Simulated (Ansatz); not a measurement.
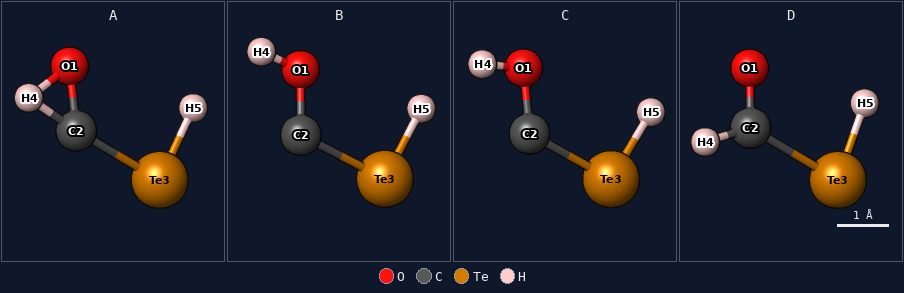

4 geometries from a converged minimum-energy path of CH2OTe, shuffled. The picture is a ball-and-stick view, seen at a tilt.

Theory: RKS PBE0/def2-SVPD in Ansatz. Run with 7 movable images; climbing image; force threshold 0.05 eV/Å; iteration limit 60; starting path through a guess of the saddle point.

One of them is the converged climbing image. Which?

A. In order along the path, whose images run from 0 to 8: D (image 2, +0.52 eV), A (image 5, +3.47 eV), C (image 7, +2.23 eV), B (image 8, +2.09 eV). A hydrogen atom shifts from one atom to another. Breaking: C2–H4 (1.12 → 1.26 at the top → 1.85 Å). Forming: O1–H4 (2.03 → 1.18 at the top → 0.97 Å).

Cost: 110 s on 2 threads of Intel(R) Xeon(R) Platinum 8488C (Sapphire Rapids), on a shared host, peak memory 0.22 GiB.
